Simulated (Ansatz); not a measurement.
# Calculations on SnH4ClF

Part 1: Relaxation

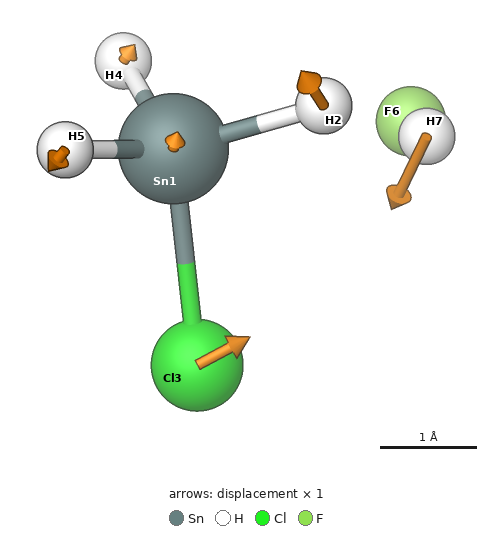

A relaxation of SnH₄ClF. The starting structure is drawn; orange arrows show the displacements, at their true length. The two geometries are superimposed by the best rigid fit.

Style: ball-and-stick. Shown at a tilt.

The run prepares an end point of a later path (reaction) calculation, from a guessed geometry.

All numbers below come from RKS B3LYP-D4/def2-SVP (Ansatz). Settings: no spin polarisation; force threshold 0.03 eV/Å; at most 50 steps.

**What did the optimiser do to the structure, and how much energy did it gain?**

H7 moves most after the best rigid fit: 1.11 Å. By element the largest moves are H 1.11 Å, Cl 0.64 Å, Sn 0.24 Å, F 0.12 Å. Among the contacts that change: Sn1–Cl3 2.372 → 2.417 Å, Sn1–H2 1.735 → 1.706 Å, F6–H7 0.926 → 0.939 Å. Among the angles between lasting bonds that change: Cl3–Sn1–H5 106.4° → 102.7°, H2–Sn1–H5 109.7° → 112.3°, Cl3–Sn1–H4 108.2° → 106.2°. After 15 accepted moves (17 points after the start) the energy has fallen by 0.287 eV. The largest force component goes from 0.22 to 0.006 eV/Å. The line search rejected the trial steps at points 2, 7 of the run. Cost: 67 s on 1 thread of Arm Neoverse V1, on a shared host, peak memory 0.16 GiB.

Part 2: Relaxation

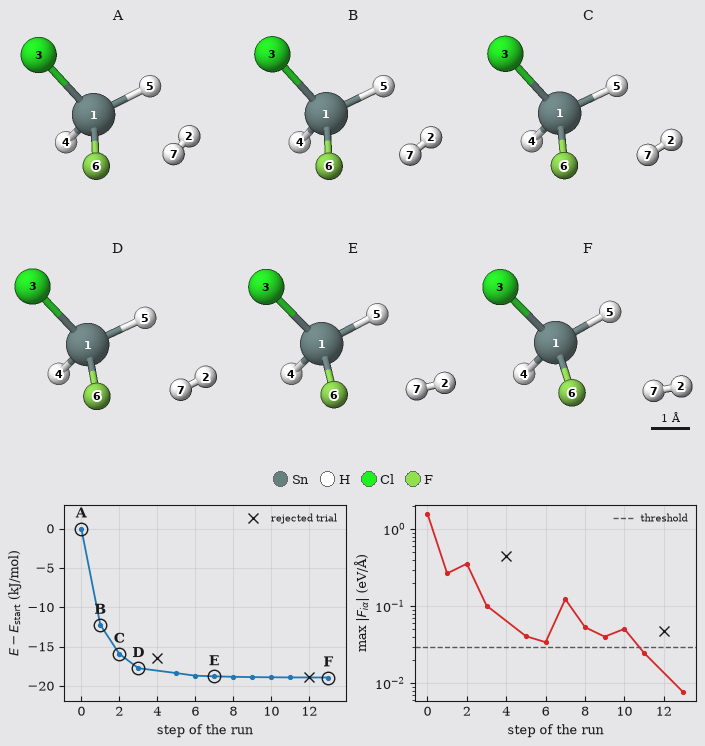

Frames of a relaxation of SnH$_{4}$ClF, marked on the history of the run. Style: ball-and-stick. Shown from a free direction.

The run prepares an end point of a later path (reaction) calculation, from a guessed geometry.

The calculation used Ansatz, RKS B3LYP-D4/def2-SVP.

Input
```yaml
crystal:
  periodic: [false, false, false]
  atoms:
    - { symbol: Sn, position_ang: [0.232967, 0.449141, -0.413377] }
    - { symbol: H, position_ang: [-0.027987, -0.183071, 2.456869] }
    - { symbol: Cl, position_ang: [2.16549, -0.225845, -1.582518] }
    - { symbol: H, position_ang: [-0.764131, 1.380661, -1.445927] }
    - { symbol: H, position_ang: [-0.428094, -0.942155, 0.315442] }
    - { symbol: F, position_ang: [0.88796, 1.689917, 0.876305] }
    - { symbol: H, position_ang: [0.304395, 0.450853, 2.499406] }
basis:
  gaussian: { orbitals: def2-SVP }
hamiltonian:
  xc: b3lyp
  dispersion: d4
relax:
  f_tol: 0.03
  max_steps: 50
```

Command:
```bash
ansatz run input.yaml --threads 1 --pin off --max-ram 2048MiB --backend cpu --events-out ev --progress --plain --runs-dir out
```

### Describe the path.

The largest move after the best rigid fit is that of H2, 1.00 Å. Largest moves by element: H 1.00 Å, Sn 0.33 Å, F 0.29 Å, Cl 0.23 Å. Among the contacts that change: H2–H7 0.717 → 0.762 Å, Sn1–F6 1.906 → 1.949 Å. Bond angles that change, for instance: H5–Sn1–F6 112.1° → 106.2°, H4–Sn1–H5 118.5° → 120.8°. After 11 accepted moves (13 points after the start) the energy has fallen by 18.9 kJ/mol. Largest force component: 1.6 eV/Å at the start, 0.0076 eV/Å at the end. The line search rejected the trial steps at points 4, 12 of the run. The forces were under the threshold at step 11, but the run went on from there. Cost: 50 s on 1 thread of Arm Neoverse V1, with other jobs on the host, peak memory 0.16 GiB. From step 0 to 1: H2 moves most (0.20 Å), energy −12.2 kJ/mol. From step 1 to 2: H2 moves most (0.19 Å), energy −3.69 kJ/mol. From step 2 to 3: H2 moves most (0.20 Å), energy −1.82 kJ/mol. From step 3 to 7: H2 moves most (0.27 Å), energy −1.04 kJ/mol. From step 7 to 13: H2 moves most (0.17 Å), energy −0.15 kJ/mol.

| step | E − E(0), kJ/mol | largest force component, eV/Å | note |
| --- | --- | --- | --- |
| 0 | 0.00 | 1.5906 |  |
| 1 | -12.24 | 0.2669 |  |
| 2 | -15.93 | 0.3568 |  |
| 3 | -17.75 | 0.1020 |  |
| 4 | -16.41 | 0.4531 | rejected |
| 5 | -18.38 | 0.0409 |  |
| 6 | -18.71 | 0.0342 |  |
| 7 | -18.79 | 0.1237 |  |
| 8 | -18.85 | 0.0536 |  |
| 9 | -18.89 | 0.0403 |  |
| 10 | -18.91 | 0.0509 |  |
| 11 | -18.93 | 0.0248 |  |
| 12 | -18.91 | 0.0485 | rejected |
| 13 | -18.94 | 0.0076 |  |

Part 3: Path

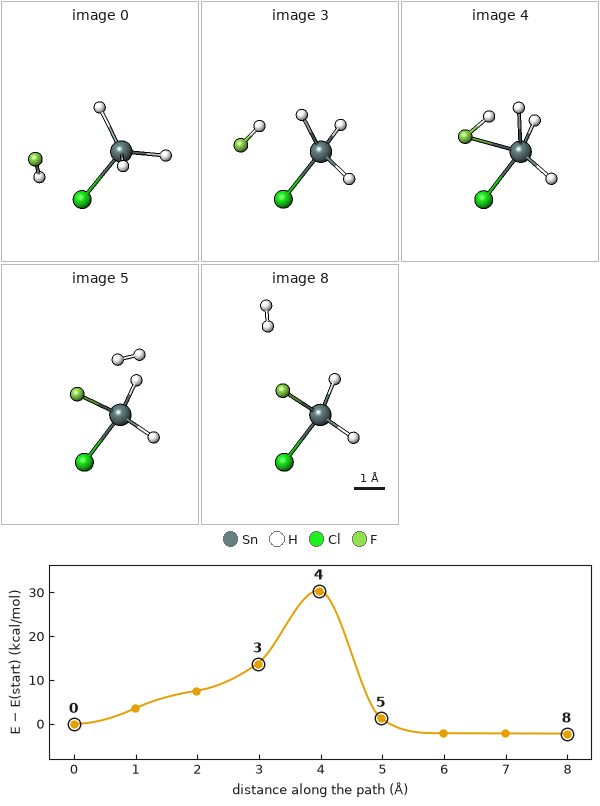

NEB run on SnH4ClF. Images are numbered from 0 (start) to 8 (end). A ball-and-stick model, seen from a free direction.

These are results of RKS B3LYP-D4/def2-SVP in Ansatz, not measurements. Run with 7 movable images; climbing image; force threshold 0.03 eV/Å; iteration limit 60; starting path through a guess of the saddle point.

> Describe the mechanism and the energy profile.

Breaking: F–H (0.94 → 2.31 Å), H–Sn (1.71 → 4.20 Å). Forming: H–H (3.20 → 0.76 Å), F–Sn (3.10 → 1.95 Å). Forward barrier 30.4 kcal/mol, backward barrier 32.6 kcal/mol, with image 4 at the top; the reaction energy is −2.2 kcal/mol. The band is converged. At the top, the vibrational analysis gives one imaginary mode (1010i cm⁻¹), as a transition state must have.
